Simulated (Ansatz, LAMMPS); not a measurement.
# Liquid (Cs,K,Li)F at 1680 K (82 atoms): a single point

What does DFT give for liquid (Cs,K,Li)F at 1680 K (82 atoms) as built?

Main program and level: Ansatz 0.2.0; Kohn-Sham DFT, PBEsol, PAW (set soft_2), plane waves.

### Step 1. The starting structure

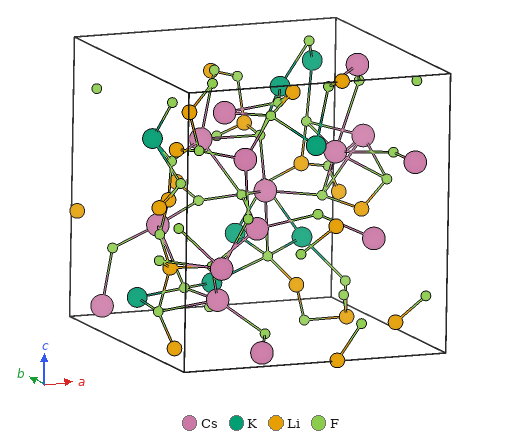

The starting structure, seen slightly off an axis (caesium pink, potassium teal, lithium orange, fluorine green). Bonds to atoms that aren't drawn are left out. Some periodic images of atoms are drawn too.

The cell holds 82 atoms: 15 Cs, 8 K, 18 Li and 41 F. Its edges and angles: a = 13.341 Å, b = 13.341 Å, c = 13.341 Å, α = 90.0°, β = 90.0°, γ = 90.0°. 82 atoms (15 Cs, 8 K, 18 Li, 41 F) placed at random at 2.25 g/cm³, melted at 1800 K for 10 ps at fixed volume with the Lennard-Jones and Coulomb ion parameters for SPC/E (Joung and Cheatham, J. Phys. Chem. B 112, 9020 (2008)), full charges. Snapshot at the end of a hold of 20 ps at 1680 K and fixed volume.

Before any run, some limits are plain. The starting topology of bonds comes from the classical model, and needn't be the one that DFT or experiment would give. The ion parameters were fitted for water, not for melts, so the starting structure of this cell may lie well off the real melt's. The Brillouin zone is sampled at Γ only, in a cell whose shortest periodic width is 13 Å. Spin–orbit coupling is left out, which matters for the levels of the heavy elements.

### Step 2. The classical run that made the cell

A classical potential makes the cell, at a small fraction of what the same run would cost in DFT.

This step: classical MD, Lennard-Jones and Coulomb ion parameters for SPC/E (Joung and Cheatham, J. Phys. Chem. B 112, 9020 (2008)), full charges (LAMMPS 22 Jul 2025 - Update 4).

in.lmp

```
# melt-quench of Cs15K8Li18F41
units metal
atom_style charge
boundary p p p
region box block 0 13.3410 0 13.3410 0 13.3410
create_box 4 box
mass 1 132.9055   # Cs
mass 2 39.0983   # K
mass 3 6.9400   # Li
mass 4 18.9984   # F
create_atoms 1 random 15 886784 NULL overlap 2.2 maxtry 2000
create_atoms 2 random 8 886791 NULL overlap 2.2 maxtry 2000
create_atoms 3 random 18 886798 NULL overlap 2.2 maxtry 2000
create_atoms 4 random 41 886805 NULL overlap 2.2 maxtry 2000
pair_style lj/cut/coul/long 9.0
pair_modify mix arithmetic tail yes
pair_coeff 1 1 0.003897 3.6010   # Cs
pair_coeff 2 2 0.018634 2.8384   # K
pair_coeff 3 3 0.014602 1.4094   # Li
pair_coeff 4 4 0.000321 4.0215   # F
set type 1 charge 1
set type 2 charge 1
set type 3 charge 1
set type 4 charge -1
kspace_style pppm 1.0e-4
neigh_modify delay 0 every 1 check yes
thermo_style custom step time temp pe press density
thermo_modify norm yes
timestep 0.002
thermo 100
min_style cg
minimize 1e-4 1e-4 200 2000
reset_timestep 0
velocity all create 1800 886785 mom yes dist gaussian
# [... 14 lines left out ...]
compute msd all msd com yes
thermo 2500
fix md all nvt temp 1680 1680 0.2
run 10000 post no
print "== T1680: mean square displacement over the hold $(c_msd[4]:%.2f) A^2"
unfix md
uncompute msd
write_dump all custom T1680.dump id type xs ys zs modify sort id
```

Started as:

```bash
$ lmp -in in.lmp -log none -nocite
```

Numbers of over 12 decimals in the logs are rounded to 6 here.

What it wrote:

```text
LAMMPS (22 Jul 2025 - Update 4)
Created orthogonal box = (0 0 0) to (13.341 13.341 13.341)
Created 15 atoms
Created 8 atoms
Created 18 atoms
Created 41 atoms
PPPM initialization ...
  G vector (1/distance) = 0.30794473
  grid = 9 9 9
  estimated relative force accuracy = 8.0716907e-05
   Step          Time           Temp          PotEng         Press         Density
         0   0              0             -0.91766664     88939.618      2.2450145
        83   0.166          0             -4.4456906     -12515.233      2.2450145
Loop time of 0.0317086 s on 1 MPI rank(s) for 83 steps with 82 atoms
Minimization stats:
  Stopping criterion = energy tolerance
  Energy initial, next-to-last, final =
    -0.917666639702764  -4.44529110212877  -4.44569057092009
  Force two-norm initial, final = 68.588798 0.67729263
  Iterations, force evaluations = 83 113
   Step          Time           Temp          PotEng         Press         Density
[... 8 lines left out ...]
      3332   6.664          1923.7699     -4.218679       5037.3797      2.2450145
      4165   8.33           1712.0711     -4.1889176     -5688.1697      2.2450145
      4998   9.996          1829.9563     -4.2254591      1238.6131      2.2450145
      5831   11.662         1736.5997     -4.2297396     -8718.0432      2.2450145
[... 1 line left out ...]
Loop time of 1.09933 s on 1 MPI rank(s) for 5000 steps with 82 atoms
   Step          Time           Temp          PotEng         Press         Density
[... 5 lines left out ...]
Loop time of 0.563675 s on 1 MPI rank(s) for 2500 steps with 82 atoms
   Step          Time           Temp          PotEng         Press         Density
[... 2 lines left out ...]
     12500   25             1762.0073     -4.2199559      6105.5793      2.2450145
     15000   30             1592.9836     -4.2393432      2057.5979      2.2450145
     17500   35             1630.6877     -4.2237194     -8638.3187      2.2450145
     18500   37             1705.1402     -4.2392436     -5154.7963      2.2450145
Loop time of 2.24179 s on 1 MPI rank(s) for 10000 steps with 82 atoms
== T1680: mean square displacement over the hold 114.43 A^2
```

Wall time 4.2 s (1 thread of Arm Neoverse V1, shared host); peak memory 0.078 GiB.

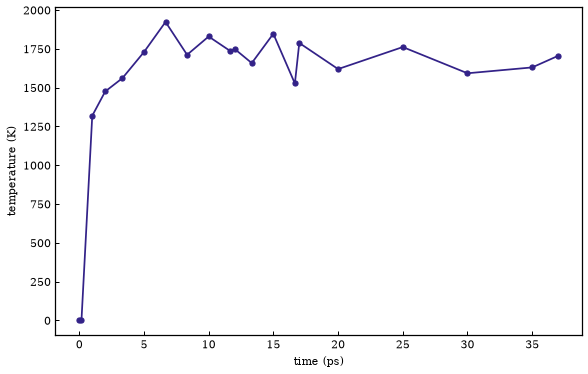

Temperature, plotted against time.

### Step 3. Plane-wave single point

The electrons are solved once, with the atoms held.

input.yaml

```yaml
crystal:
  lattice:
    - [13.341, 0.0, 0.0]
    - [0.0, 13.341, 0.0]
    - [0.0, 0.0, 13.341]
  atoms:
    - { symbol: Cs, position: [0.31536, 0.43498, 0.14962] }
    - { symbol: Cs, position: [0.89775, 0.0609, 0.67774] }
    - { symbol: Cs, position: [0.79568, 0.3454, 0.97743] }
    - { symbol: Cs, position: [0.80702, 0.203, 0.38279] }
    - { symbol: Cs, position: [0.18638, 0.11282, 0.33453] }
    - { symbol: Cs, position: [0.79787, 0.52805, 0.62874] }
    - { symbol: Cs, position: [0.60803, 0.69937, 0.46782] }
    - { symbol: Cs, position: [0.27609, 0.1268, 0.71724] }
    - { symbol: Cs, position: [0.35035, 0.68372, 0.67348] }
    - { symbol: Cs, position: [0.98319, 0.70929, 0.63748] }
    - { symbol: Cs, position: [0.0777, 0.89628, 0.05316] }
    - { symbol: Cs, position: [0.36302, 0.15045, 0.01429] }
    - { symbol: Cs, position: [0.32975, 0.43412, 0.81976] }
    - { symbol: Cs, position: [0.4148, 0.32809, 0.4193] }
    - { symbol: Cs, position: [0.21356, 0.73234, 0.36599] }
    - { symbol: K, position: [0.63183, 0.64158, 0.85164] }
    - { symbol: K, position: [0.81626, 0.84615, 0.25836] }
    - { symbol: K, position: [0.0847, 0.60943, 0.14025] }
    - { symbol: K, position: [0.58809, 0.9095, 0.27519] }
    - { symbol: K, position: [0.07047, 0.46877, 0.73807] }
    - { symbol: K, position: [0.83746, 0.832, 0.89201] }
    - { symbol: K, position: [0.43043, 0.74666, 0.14126] }
    - { symbol: K, position: [0.55084, 0.13686, 0.74586] }
    - { symbol: Li, position: [0.84337, 0.08521, 0.10391] }
    - { symbol: Li, position: [0.59011, 0.01093, 0.99972] }
    - { symbol: Li, position: [0.0377, 0.07846, 0.91272] }
    - { symbol: Li, position: [0.59442, 0.05031, 0.47181] }
    - { symbol: Li, position: [0.80193, 0.83105, 0.52547] }
    - { symbol: Li, position: [0.59798, 0.8705, 0.67726] }
    - { symbol: Li, position: [0.13688, 0.47088, 0.5136] }
    - { symbol: Li, position: [0.54858, 0.34178, 0.89666] }
    - { symbol: Li, position: [0.11498, 0.39784, 0.28692] }
    - { symbol: Li, position: [0.69704, 0.61795, 0.14163] }
    - { symbol: Li, position: [0.08365, 0.27676, 0.02417] }
    - { symbol: Li, position: [0.91216, 0.55231, 0.41123] }
    - { symbol: Li, position: [0.38744, 0.97294, 0.46063] }
    - { symbol: Li, position: [0.88296, 0.59917, 0.01839] }
    - { symbol: Li, position: [0.06661, 0.25006, 0.74184] }
    - { symbol: Li, position: [0.99868, 0.947, 0.38815] }
    - { symbol: Li, position: [0.45554, 0.84429, 0.87892] }
    - { symbol: Li, position: [0.01698, 0.27824, 0.53168] }
    - { symbol: F, position: [0.60531, 0.23426, 0.47699] }
    - { symbol: F, position: [0.45676, 0.56204, 0.49159] }
    - { symbol: F, position: [0.40837, 0.70752, 0.91206] }
    - { symbol: F, position: [0.58329, 0.90238, 0.83895] }
    - { symbol: F, position: [0.08947, 0.34478, 0.89042] }
    - { symbol: F, position: [0.80833, 0.65959, 0.4462] }
    - { symbol: F, position: [0.14941, 0.13645, 0.99666] }
    - { symbol: F, position: [0.98077, 0.49201, 0.52554] }
    - { symbol: F, position: [0.59354, 0.7215, 0.66354] }
    - { symbol: F, position: [0.45468, 0.33395, 0.03976] }
    - { symbol: F, position: [0.54773, 0.99227, 0.60969] }
    - { symbol: F, position: [0.40729, 0.82276, 0.42163] }
    - { symbol: F, position: [0.93106, 0.88982, 0.49595] }
    - { symbol: F, position: [0.02767, 0.86137, 0.84097] }
    - { symbol: F, position: [0.08799, 0.1031, 0.7666] }
    - { symbol: F, position: [0.93059, 0.02334, 0.20466] }
    - { symbol: F, position: [0.12676, 0.51855, 0.38098] }
    - { symbol: F, position: [0.75747, 0.6812, 0.99798] }
    - { symbol: F, position: [0.91027, 0.28067, 0.6686] }
    - { symbol: F, position: [0.68475, 0.02027, 0.12315] }
    - { symbol: F, position: [0.2742, 0.63044, 0.15699] }
    - { symbol: F, position: [0.46241, 0.05193, 0.38044] }
    - { symbol: F, position: [0.18837, 0.56696, 0.62883] }
    - { symbol: F, position: [0.82423, 0.49507, 0.12084] }
    - { symbol: F, position: [0.43283, 0.26732, 0.83522] }
    - { symbol: F, position: [0.55158, 0.47177, 0.8336] }
    - { symbol: F, position: [0.79662, 0.78084, 0.68656] }
    - { symbol: F, position: [0.60232, 0.15608, 0.95019] }
    - { symbol: F, position: [0.12517, 0.34072, 0.59903] }
    - { symbol: F, position: [0.26265, 0.0621, 0.51797] }
    - { symbol: F, position: [0.92365, 0.70676, 0.12245] }
    - { symbol: F, position: [0.89785, 0.55985, 0.87032] }
    - { symbol: F, position: [0.01238, 0.09622, 0.49486] }
    - { symbol: F, position: [0.23616, 0.30857, 0.301] }
    - { symbol: F, position: [0.48906, 0.89653, 0.02081] }
    - { symbol: F, position: [0.07229, 0.39697, 0.13296] }
    - { symbol: F, position: [0.70557, 0.92998, 0.44091] }
    - { symbol: F, position: [0.02268, 0.28392, 0.3414] }
    - { symbol: F, position: [0.91029, 0.08771, 0.96283] }
    - { symbol: F, position: [0.08242, 0.82504, 0.27406] }
    - { symbol: F, position: [0.63074, 0.72061, 0.22812] }
kpoints:
  mp_grid: { grid: [1, 1, 1] }
hamiltonian:
  xc: pbesol
scf:
  occupations: { method: fixed }
output:
  forces: true
  stress: true
  populations: true
  dos:
    method: { smearing: { sigma: 0.1 } }
    de: 0.1
    projected: { site_lists: { Cs: [Cs], F: [F], K: [K], Li: [Li] } }
  eigenvalues: true
  write_density: true
  write_potential: true
  volumetric_format: npy
```

Started as:

```bash
$ ansatz run input.yaml --threads 8 --pin off --max-ram 15872MiB --backend cpu --events-out ev --progress --plain --runs-dir out
```

What it wrote:

```text
Engine: ansatz 0.2.0, aarch64-unknown-linux-gnu
Pseudopotentials: kind: paw
Pseudopotential: Cs, paw, valence charge 9, recommended cutoff 420 eV (normal), Cs.paw.azcp
Pseudopotential: K, paw, valence charge 9, recommended cutoff 420 eV (normal), K.paw.azcp
Pseudopotential: Li, paw, valence charge 3, recommended cutoff 420 eV (normal), Li.paw.azcp
Pseudopotential: F, paw, valence charge 7, recommended cutoff 420 eV (normal), F.paw.azcp
Functional definition: PBEsol
  exchange = pbesol_x
  correlation = pbesol_c
Crystal: 82 atoms, lattice volume = 2374.462 Å³
Basis set: ecut = 420 eV, 46297 PW (Γ), exchange–correlation on 180×180×180 points (8 copies of the dense FFT grid, shifted against one another)
Bands: 356, of which v1, the nominal top of the filled ones, is band 274 counted from 1 (273 counted from 0)
Symmetry: 1 space group operations
Space group: P1 (ITA 1), of the structure as read, at distance tolerance 1.3e-4 Å
k-points: 1
Non-local potential: Cs, projectors of the file, l = 0: 3, l = 1: 2, l = 2: 2, l = 3: 2
Non-local potential: K, projectors of the file, l = 0: 3, l = 1: 2, l = 2: 2
Non-local potential: Li, projectors of the file, l = 0: 3, l = 1: 2, l = 2: 1
Non-local potential: F, projectors of the file, l = 0: 2, l = 1: 2, l = 2: 1
PAW form: soft (Blöchl's): semilocal exchange-correlation on the pseudo side does not see the compensation charge
PAW frozen core: Cs, regenerated for the run's functional, and the local potential with it (the file was generated under x = pbe(κ = 0.804, μ = 0.219515), c = pbe(β = 0.066725))
PAW frozen core: K, regenerated for the run's functional, and the local potential with it (the file was generated under x = pbe(κ = 0.804, μ = 0.219515), c = pbe(β = 0.066725))
PAW frozen core: F, regenerated for the run's functional, and the local potential with it (the file was generated under x = pbe(κ = 0.804, μ = 0.219515), c = pbe(β = 0.066725))
PAW one-centre angular grid: Cs, 194 points (default); XC on 64 Gauss nodes
PAW one-centre angular grid: K, 110 points (default); XC on 64 Gauss nodes
PAW one-centre angular grid: Li, 110 points (default); XC on 64 Gauss nodes
PAW one-centre angular grid: F, 110 points (default); XC on 64 Gauss nodes
Initial density: superposition of atomic densities (neutral atoms: chi_scale 0, normalization atom), corrected by the library's trained network
Initial wavefunctions: pseudopotential atomic-orbital guess
Functional: x = pbesol(κ = 0.804, μ = 0.123457), c = pbesol(β = 0.046)
SCF iter   1: F=—  HF=-132473.396208 eV  |F-HF|=—  |Δ(HF+E_count)|=         —  Δρ=7.11e-3  dr2=8.40e-1  ethr=1.77e-3  ⟨swp⟩=6.0  Hψ=1283  notcnv=0  defer=80
preconditioner: auto → Resta (q_TF=auto, 2.137 Å⁻¹)  ε∞=3.1  [insulator: Δε(μ)=2.850 eV  Ē_g=10.271 eV  n_scr=388 (ndim 8)  ℏωp=14.9 eV  f_vac=0.311  ε∞_Penn≈3.1]
SCF iter   2: F=—  HF=-132473.204784 eV  |F-HF|=—  |Δ(HF+E_count)|=   1.91e-1  Δρ=2.50e-3  dr2=1.14e-1  ethr=1.53e-4  ⟨swp⟩=2.0  Hψ=658  notcnv=0  defer=80
SCF iter   3: F=—  HF=-132473.183254 eV  |F-HF|=—  |Δ(HF+E_count)|=   2.15e-2  Δρ=6.30e-4  dr2=2.81e-2  ethr=2.08e-5  ⟨swp⟩=2.0  Hψ=503  notcnv=0  defer=80
SCF iter   4: F=—  HF=-132473.181573 eV  |F-HF|=—  |Δ(HF+E_count)|=   1.68e-3  Δρ=4.26e-4  dr2=5.24e-3  ethr=5.12e-6  ⟨swp⟩=3.0  Hψ=479  notcnv=0  defer=80
SCF iter   5: F=—  HF=-132473.181355 eV  |F-HF|=—  |Δ(HF+E_count)|=   2.18e-4  Δρ=2.89e-4  dr2=1.62e-3  ethr=9.56e-7  ⟨swp⟩=2.0  Hψ=532  notcnv=0  defer=80
SCF iter   6: F=—  HF=-132473.181239 eV  |F-HF|=—  |Δ(HF+E_count)|=   1.16e-4  Δρ=4.40e-5  dr2=6.63e-5  ethr=2.96e-7  ⟨swp⟩=2.0  Hψ=659  notcnv=0  defer=80
SCF iter   7: F=—  HF=-132473.181965 eV  |F-HF|=—  |Δ(HF+E_count)|=   7.26e-4  Δρ=5.16e-5  dr2=4.37e-5  ethr=1.21e-8  ⟨swp⟩=2.0  Hψ=557  notcnv=0  defer=80
SCF iter   8: F=—  HF=-132473.181960 eV  |F-HF|=—  |Δ(HF+E_count)|=   5.33e-6  Δρ=9.17e-6  dr2=2.24e-6  ethr=7.97e-9  ⟨swp⟩=2.0  Hψ=530  notcnv=0  defer=80
SCF iter   9: F=—  HF=-132473.181962 eV  |F-HF|=—  |Δ(HF+E_count)|=   2.04e-6  Δρ=4.06e-6  dr2=3.87e-7  ethr=4.09e-10  ⟨swp⟩=2.0  Hψ=477  notcnv=0  defer=80
SCF iter  10: F=—  HF=-132473.181962 eV  |F-HF|=—  |Δ(HF+E_count)|=   2.92e-7  Δρ=4.47e-6  dr2=3.19e-7  ethr=1.82e-11  ⟨swp⟩=23.0  Hψ=3646  notcnv=0
SCF iter  11: F=-132473.181962 eV  HF=-132473.181962 eV  |F-HF|=1.27e-8  |Δ(HF+E_count)|=   3.71e-8  Δρ=7.67e-7  dr2=1.39e-8  ethr=1.82e-11  ⟨swp⟩=7.0  Hψ=2153  notcnv=0
SCF 1 converged in 11 iterations: F = -132473.181962 eV  dr2 = 1.39e-8
  greatest PAW one-centre occupation: 1.000 electrons in one spin orbital (limit 2), on the Li atom at site 25 (counted from 0), in its partial waves of l = 0
WARN: The input density's exchange-correlation potential varies sharply where the density is thin. Do not read a vacuum level from v_tot or v_xc, or from such a field of the output density. On a cell that repeats whose density bears no net charge and no dipole along the vacuum's axis use v_es (v_loc + v_h of the components); [...]
SCF converged after 11 iterations
Free energy (F): -132473.181962 eV
Harris-Foulkes:  -132473.181962 eV  (|F-HF|=1.27e-8)
Internal energy: -132473.181962 eV  (E = F + TS)
E sigma→0 (E₀):  -132473.181962 eV
Fermi energy:    0.330513 eV
--- Per-component energies (eV) ---
  E_band       = -5773.349807
  E_kinetic    = 12967.954189
  E_local      = -50905.082229  (includes V_loc(G=0)·N_el)
  E_nonlocal   = 2994.173159
  E_hartree    = 20118.260819
  E_xc         = -7083.254102
  E_vxc        = -7616.595830  (∫ρ·V_xc dr)
  E_paw        = -89123.045287  (= ΣΔE_a)
  E_vpaw       = -3450.392468  (= ΣTr[D̂ρ^β])
  E_aug_tail   = 0.083094  (compensation charges beyond the density's cutoff)
  E_ewald      = -21447.037236
  E_core_change = 4.765630  (= ΣΔE_core)
  E_smearing   = -0.000000  (= −TS)
  E_closure    = 0.000000  (closes the sum)
  Σ components = -132473.181962   (vs F -132473.181962, Δ=0.00e0)
--- Forces (eV/Å), atoms counted from 1 ---
  atom   1  Cs    -0.06541513    -0.15311971     0.05161025
  atom   2  Cs     0.38750772    -0.17321800    -0.40442656
  atom   3  Cs     0.30082666     0.38675544     0.14900445
  atom   4  Cs     0.39617173    -0.05106821     0.00731952
  atom   5  Cs    -0.51612209     0.40371019     0.26343957
  atom   6  Cs    -0.47681866    -0.26027654     0.31319748
  atom   7  Cs    -0.98822024    -0.14831278    -0.44658152
  atom   8  Cs    -0.00627263    -0.27625555    -0.70356187
  atom   9  Cs     0.60712537    -0.09527788    -0.48436707
  atom  10  Cs     0.42126089     0.70059351     0.18904504
  atom  11  Cs    -0.34198848    -0.14370610     0.36405674
  atom  12  Cs     0.50175080     0.27307397     0.05923440
  atom  13  Cs     0.35589458     0.25367656     0.21420299
  atom  14  Cs     0.31804907     0.07448811     0.22990394
[...]
atom  81  F     -0.70265869     0.96129400    -0.15271014
  atom  82  F      0.18417154    -0.25095203    -0.44280314
  max |Σ_I F_I| component: 2.98e-5 eV/Å
--- Stress (GPa, compression-positive) ---
       -2.478948       0.157095       0.357886
        0.157095      -3.565389      -0.239541
        0.357886      -0.239540      -3.778803
  P = ⅓ Tr σ = -3.2744 GPa (-32.744 kbar)
--- Band table (eV) ---
  k-point 0: bands = ["-44.6413", "-44.5071", "-43.9785", "-43.8809", [... 340 levels ...], "7.3573", "7.3826", "7.4090", "7.4313", "7.4934", "7.5210", "7.5428", "7.5645", "7.5917", "7.6268", "7.6918", "7.6983"]
--- Löwdin populations: 82 sites ---
  site symbol       q [e]
     0     Cs      8.0471
     1     Cs      8.0620
     2     Cs      8.0493
[...]
81      F      7.7805
  spilling = 0.006796 (of n_electrons = 548.000000)
```

The job ended after 29 s (8 threads of Arm Neoverse V1, shared host; peak memory 2.7 GiB).

Reading the cycles: dr2 is the Hartree energy of the density residual (eV), the measure of convergence; HF is the Harris–Foulkes estimate of the energy, which meets the free energy F at convergence.

The program notes that the exchange-correlation potential is rough where the density is thin.

Read from the output:

| Item | Value |
| --- | --- |
| free energy | -132473.1820 eV |
| free energy per atom | -1615.5266 eV/atom |
| SCF cycles | 11 |
| pressure | -3.274 GPa |
| r.m.s. force component | 0.424 eV/Å |
| longest force | 1.708 eV/Å |
| Fermi energy | 0.3305 eV |
| gap (highest filled to lowest empty level) | 2.924 eV |
| spilling of the projection | 0.006796 |

Length of the force by element:

```
element  coordination  atoms  mean length of the force (eV/Å)  spread  least   most
     Cs           all     15                            0.644   0.258  0.174   1.21
      F           all     41                            0.684   0.260  0.129   1.24
      K           all      8                            0.476   0.101  0.360  0.667
     Li           all     18                            0.767   0.377  0.199   1.71
```

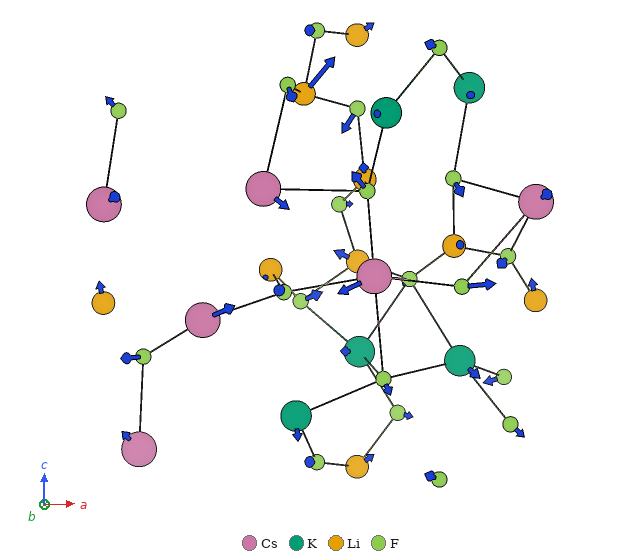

Forces as arrows; the longest in the cell is 1.71 eV/Å. Drawn is a slice 6 Å thick, seen along the normal of the ac plane. Bonds to atoms that aren't drawn are left out.

Löwdin charges by element (they lack the spilled electrons, 0.045 e an atom on average):

```csv
element,coordination,atoms,mean charge (e),spread,least,most
Cs,all,15,0.943,0.0105,0.923,0.961
F,all,41,-0.770,0.0096,-0.794,-0.752
K,all,8,0.853,0.0099,0.834,0.871
Li,all,18,0.797,0.0193,0.765,0.832
```

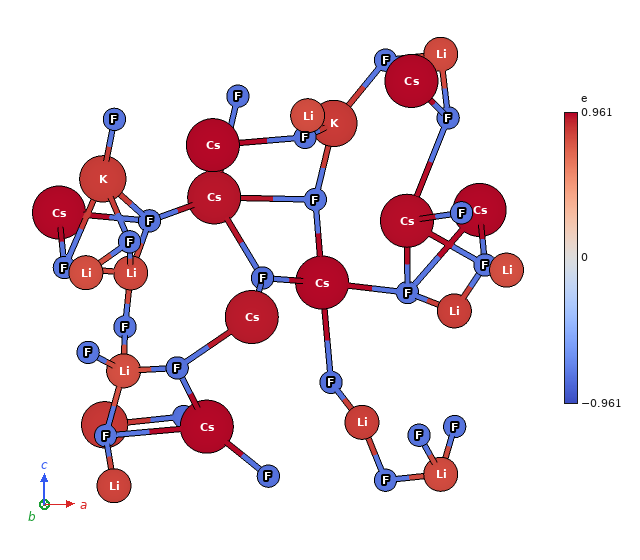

Atoms coloured by Löwdin charge. Drawn is a slice 6 Å thick, seen along the normal of the ac plane. Bonds to atoms that aren't drawn are left out.

(Part 1 of 2 ends here.)

[Logs are printed without paths, hosts, clocks, repeated set-up lines and the standing remarks that a program may print on its own settings, such as how far it seeks lower states.]

[Hosts, paths, dates, database ids (printed as entryN), source tags and the programs' standing remarks are cut or masked in the printed files.]
